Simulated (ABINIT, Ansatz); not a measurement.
# ZrSe3 (P2_1/m): bands and cutoff in G0W0 with ABINIT, part 2 of 2

What does each rung of G0W0 on ZrSe3 (P2_1/m) cost, and what does it buy?

ABINIT 10.8.3; PBEsol and many-body steps on it, plane waves. Known limits of the many-body steps: not at the basis limit; no spin-orbit coupling; coarse k mesh.

So far. Step 3 (Screening, 2×4×1 mesh, 111 bands, screening to 51.7 eV): Local fields lower ε∞ by 13 %. On a Γ-centred mesh this coarse the value itself is usually too large, while a short band sum pulls it down. Step 4 (111 bands, 51.7 eV): The gap on the mesh goes from 0.32 eV to 0.84 eV, a correction of +0.52 eV.

**6. 174 bands, 98 eV**

This step: G0W0 on PBEsol, plane waves, norm-conserving pseudopotentials.

Input file run.abi:

```
acell 3*1.0 Angstrom
rprim 
  5.410900000000 -0.000000000000 -0.000000000000
  -0.000000000000 3.748800000000 0.000000000000
  -1.229420909100 0.000000000000 9.363634990100
ntypat 2
znucl 40 34
natom 8
typat 1 1 2 2 2 2 2 2
xred 
  0.285000000000 0.250000000000 0.656000000000
  0.715000000000 0.750000000000 0.344000000000
  0.762000000000 0.250000000000 0.554000000000
  0.238000000000 0.750000000000 0.446000000000
  0.456000000000 0.250000000000 0.174000000000
  0.544000000000 0.750000000000 0.826000000000
  0.888000000000 0.250000000000 0.169000000000
  0.112000000000 0.750000000000 0.831000000000
pp_dirpath "pseudos"
pseudos "Zr.upf, Se.upf"
ecut 48
ngkpt 2 4 1
nshiftk 1
shiftk 0 0 0
kptopt 1
chksymbreak 0
istwfk *1
occopt 1
irdwfk 1
optdriver 4
nband 174
gwcalctyp 0
ecutsigx 48
symsigma 1
nkptgw 2
kptgw 
  0.0000000000 0.0000000000 0.0000000000
  0.5000000000 0.0000000000 0.0000000000
bdgw 
  83 86
  83 86
ecuteps 3.6
irdscr 1
ppmodel 1
indata_prefix "in"
outdata_prefix "out"
tmpdata_prefix "tmp"
```

On the command line:

```sh
$ OMP_NUM_THREADS=1 mpirun -n 4 abinit run.abi > log
```

Numbers of over 12 decimals in the logs are rounded to 6 here.

The program printed:

```text
.Version 10.8.3 of ABINIT. v10.8.2 released Aug 2026.

 Symmetries : space group P2_1/m (# 11); Bravais mP (primitive monocl.)
[... echo of the input left out ...]
== DATASET  1 ==================================================================
-   mpi_nproc: 4, omp_nthreads: 1 (-1 if OMP is not activated)

--- !DatasetInfo
iteration_state: {dtset: 1, }
dimensions: {natom: 8, nkpt: 6, mband: 174, nsppol: 1, nspinor: 1, nspden: 1, mpw: 20400, }
cutoff_energies: {ecut:  48.0, pawecutdg:  -1.0, }
electrons: {nelect:   1.68000000E+02, charge:   0.00000000E+00, occopt:   1.00000000E+00, tsmear:   1.00000000E-02, }

 SIGMA: Calculation of the GW corrections

 Based on a program developped by R.W. Godby, V. Olevano, G. Onida, and L. Reining.
 Incorporated in ABINIT by V. Olevano, G.-M. Rignanese, and M. Torrent.
.Using double precision arithmetic ; gwpc =  8

[... cell and pseudopotentials left out ...]
--------------------------------------------------------------------------------

 ==== K-mesh for the wavefunctions ====
 Number of points in the irreducible wedge :     6
[... list of points left out ...]
 Together with  4 symmetry operations and time-reversal symmetry
 yields     8 points in the full Brillouin Zone.

 ==== Q-mesh for screening function ====
 Number of points in the irreducible wedge :     6
[... list of points left out ...]
 Together with  4 symmetry operations and time-reversal symmetry
 yields     8 points in the full Brillouin Zone.

 vcoul_init : cutoff-mode = AUXILIARY_FUNCTION
 q-points for optical limit:   1
     1)      0.000010    0.000020    0.000030
 setmesh: FFT mesh size selected  =    72x   48x  120
          total number of points  =       414720

 Number of electrons calculated from density =  168.0000; Expected =  168.0000
[...]
number of omega for Sigma on real axis              0
 max omega for Sigma on real axis  [eV]           0.00
 zcut for avoiding poles [eV]                     0.10

 EPSILON^-1 parameters (SCR file):
 dimension of the eps^-1 matrix on file            413
 dimension of the eps^-1 matrix used               413
 number of plane-waves for wavefunctions         20343
 number of bands                                   174
 number of q-points in IBZ                           6
 number of frequencies                               2
 number of real frequencies                          1
 number of imag frequencies                          1

 matrix elements of self-energy operator (all in [eV])

 Perturbative Calculation

--- !SelfEnergy_ee
iteration_state: {dtset: 1, }
kpoint     : [   0.000,    0.000,    0.000, ]
spin       : 1
KS_gap     :    0.645
QP_gap     :    1.148
Delta_QP_KS:    0.503
data: !SigmaeeData |
     Band     E0 <VxcDFT>   SigX SigC(E0)      Z dSigC/dE  Sig(E)    E-E0       E
       83   6.381 -14.785 -16.238   2.067   0.797  -0.255 -14.296   0.489   6.870
       84   6.498 -15.013 -16.873   2.450   0.797  -0.254 -14.542   0.470   6.969
       85   7.143 -13.066  -8.340  -3.507   0.799  -0.251 -12.092   0.974   8.117
[...]
--- !SelfEnergy_ee
iteration_state: {dtset: 1, }
kpoint     : [   0.500,    0.000,    0.000, ]
spin       : 1
KS_gap     :    0.624
QP_gap     :    1.187
Delta_QP_KS:    0.563
data: !SigmaeeData |
     Band     E0 <VxcDFT>   SigX SigC(E0)      Z dSigC/dE  Sig(E)    E-E0       E
[...]
85   6.814 -13.770  -9.977  -2.575   0.795  -0.258 -12.802   0.968   7.782
       86   7.154 -14.048 -10.040  -2.687   0.795  -0.258 -12.998   1.050   8.204

== END DATASET(S) ==============================================================
================================================================================

 -outvars: echo values of variables after computation  --------
           etotal      0.0000000000E+00
            nband         174
             nkpt           6
          spgroup          11
 [... the other variables as echoed above ...]

 Calculation completed.
```

It took 32 s on 4 MPI ranks of Arm Neoverse V1, shared host; peak memory 4.6 GiB; 2.1 min of CPU time.

This step gave:

```
G0W0 gap on the points computed              : 0.8130 eV
starting gap on the mesh                     : 0.3157 eV
k of the valence top                         : 0, 0, 0
k of the conduction bottom                   : 0.5, 0, 0
Z at the valence top                         : 0.797
Z at the conduction bottom                   : 0.795
least direct G0W0 gap on the computed points : 1.148 eV
```

Against G0W0 in ABINIT (2×4×1 mesh, 111 bands, screening to 51.7 eV, Godby-Needs plasmon pole), the gap moves by −0.024 eV.

**7. Screening, 2×4×1 mesh, 306 bands, screening to 149.7 eV**

This step: RPA screening on PBEsol, plane waves, norm-conserving pseudopotentials.

run.abi: that of step 6 with these lines changed.

```diff
@@ -29,17 +29,8 @@
 irdwfk 1
-optdriver 4
-nband 174
-gwcalctyp 0
-ecutsigx 48
-symsigma 1
-nkptgw 2
-kptgw 
-  0.0000000000 0.0000000000 0.0000000000
-  0.5000000000 0.0000000000 0.0000000000
-bdgw 
-  83 86
-  83 86
-ecuteps 3.6
-irdscr 1
-ppmodel 1
+optdriver 3
+nband 306
+ecuteps 5.5
+inclvkb 2
+awtr 1
+symchi 1
 indata_prefix "in"
```

The program printed:

```text
.Version 10.8.3 of ABINIT. v10.8.2 released Aug 2026.

 Symmetries : space group P2_1/m (# 11); Bravais mP (primitive monocl.)
[... echo of the input left out ...]
== DATASET  1 ==================================================================
-   mpi_nproc: 4, omp_nthreads: 1 (-1 if OMP is not activated)

--- !DatasetInfo
iteration_state: {dtset: 1, }
dimensions: {natom: 8, nkpt: 6, mband: 306, nsppol: 1, nspinor: 1, nspden: 1, mpw: 20400, }
cutoff_energies: {ecut:  48.0, pawecutdg:  -1.0, }
[...]
--------------------------------------------------------------------------------
[... chi0 elements left out ...]
 For q-point:  0.000010 0.000020 0.000030
  dielectric constant =  16.3771
  dielectric constant without local fields =  19.0305

  Average fulfillment of the sum rule on Im[epsilon] for q-point    1 :     36.73  [%]
[... wings left out ...]
  q-point number  2        q = ( 0.500000, 0.000000, 0.000000) [r.l.u.]
--------------------------------------------------------------------------------
[... chi0 elements left out ...]
  Average fulfillment of the sum rule on Im[epsilon] for q-point    2 :     37.95  [%]

 [... 4 further q-points ...]
```

Wall time 20 min (4 MPI ranks); peak memory 7.2 GiB.

This step gave:

* ε∞ with local fields, on this mesh, along the program's q direction: 16.38
* the same without local fields: 19.03
* plasma frequency: 34.92 eV
* plane waves in the screening matrix: 797

**8. 306 bands, 149.7 eV**

This step: G0W0 on PBEsol, plane waves, norm-conserving pseudopotentials.

run.abi: that of step 7 with these lines changed.

```diff
@@ -29,8 +29,17 @@
 irdwfk 1
-optdriver 3
+optdriver 4
 nband 306
+gwcalctyp 0
+ecutsigx 48
+symsigma 1
+nkptgw 2
+kptgw 
+  0.0000000000 0.0000000000 0.0000000000
+  0.5000000000 0.0000000000 0.0000000000
+bdgw 
+  83 86
+  83 86
 ecuteps 5.5
-inclvkb 2
-awtr 1
-symchi 1
+irdscr 1
+ppmodel 1
 indata_prefix "in"
```

The program printed:

```text
.Version 10.8.3 of ABINIT. v10.8.2 released Aug 2026.

 Symmetries : space group P2_1/m (# 11); Bravais mP (primitive monocl.)
[... echo of the input left out ...]
== DATASET  1 ==================================================================
-   mpi_nproc: 4, omp_nthreads: 1 (-1 if OMP is not activated)

--- !DatasetInfo
iteration_state: {dtset: 1, }
dimensions: {natom: 8, nkpt: 6, mband: 306, nsppol: 1, nspinor: 1, nspden: 1, mpw: 20400, }
cutoff_energies: {ecut:  48.0, pawecutdg:  -1.0, }
[...]
Band     E0 <VxcDFT>   SigX SigC(E0)      Z dSigC/dE  Sig(E)    E-E0       E
[...]
85   6.814 -13.770  -9.977  -3.109   0.792  -0.262 -13.228   0.542   7.356
       86   7.154 -14.048 -10.040  -3.239   0.791  -0.263 -13.439   0.609   7.763

== END DATASET(S) ==============================================================
================================================================================

 -outvars: echo values of variables after computation  --------
           etotal      0.0000000000E+00
            nband         306
             nkpt           6
          spgroup          11
 [... the other variables as echoed above ...]

 Calculation completed.
```

It took 2.1 min on 4 MPI ranks; peak memory 5.5 GiB; 8.2 min of CPU time.

This step gave:

```yaml
g0w0_gap_on_the_points_computed: 0.8470 eV
starting_gap_on_the_mesh: 0.3157 eV
k_of_the_valence_top: 0, 0, 0
k_of_the_conduction_bottom: 0.5, 0, 0
least_direct_g0w0_gap_on_the_computed_points: 1.185 eV
```

Against G0W0 in ABINIT (2×4×1 mesh, 174 bands, screening to 98 eV, Godby-Needs plasmon pole), the gap moves by +0.034 eV.

**9. The runs together**

Times are wall times on 4 MPI ranks of Arm Neoverse V1, shared host, good to a factor of about two. A run's time includes the screening step that it read.

| run | mesh | bands | screening cutoff (eV) | DFT gap (eV) | gap on the mesh (eV) | direct (eV) | ε∞ used | time |
| --- | --- | --- | --- | --- | --- | --- | --- | --- |
| 111 bands, 51.7 eV | 2×4×1 | 111 | 51.7 | 0.316 | 0.837 | 1.169 | 16.42 | 2.2 min |
| 174 bands, 98 eV | 2×4×1 | 174 | 98 | 0.316 | 0.813 | 1.148 | 16.38 | 7.2 min |
| 306 bands, 149.7 eV | 2×4×1 | 306 | 149.7 | 0.316 | 0.847 | 1.185 | 16.38 | 22 min |

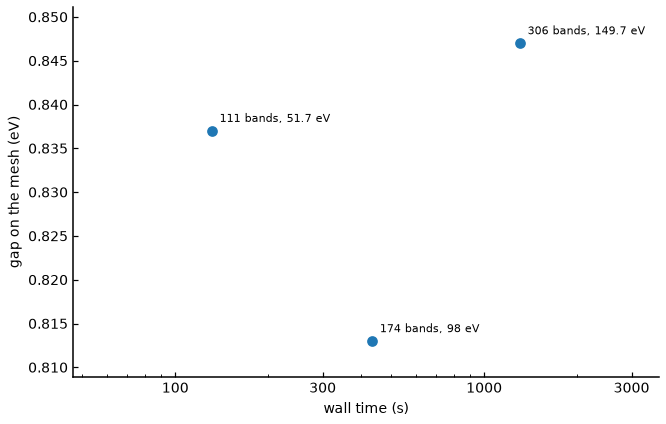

Result against wall time.

**10. What came out**

| Property | Result |
| --- | --- |
| 111 bands, 51.7 eV | 0.837 eV |
| 174 bands, 98 eV | 0.813 eV |
| 306 bands, 149.7 eV | 0.847 eV |
| known limits | not at the basis limit; no spin-orbit coupling; coarse k mesh |

**Reading.** From the first rung to the last the gap moves by +0.01 eV for 9.9 times the time. The gap turns back along the series, so no limit is drawn from it. In the G0W0 runs levels were corrected at 2 k points alone, so a gap called «on the mesh» is the least over those, and an edge elsewhere would be missed. The 2×4×1 mesh is coarse for this cell, which bears on the long-range parts of exchange and screening. The many-body steps are scalar-relativistic: spin-orbit coupling is not in them.

[Paths, hosts, dates, memory and timing lines, banners, echoed tables and standing remarks are left out of the program output.]

[Logs are printed without paths, hosts, clocks, repeated set-up lines and the standing remarks that a program may print on its own settings, such as how far it seeks lower states.]

[Runs of the session that timed out or met a known fault of the program may be left out.]

[Hosts, paths, dates, database ids (printed as entryN), source tags and the programs' standing remarks are cut or masked in the printed files.]

[G0W0 gaps are taken among the corrected bands and points alone; a level outside them can change the order at an edge.]

[Where Ansatz stands beside ABINIT at settings called matched, ABINIT's density can come from a denser mesh and the files from another edition; pairs whose starting gaps differed by over 0.03 eV were left out, so agreement reads better than it is.]
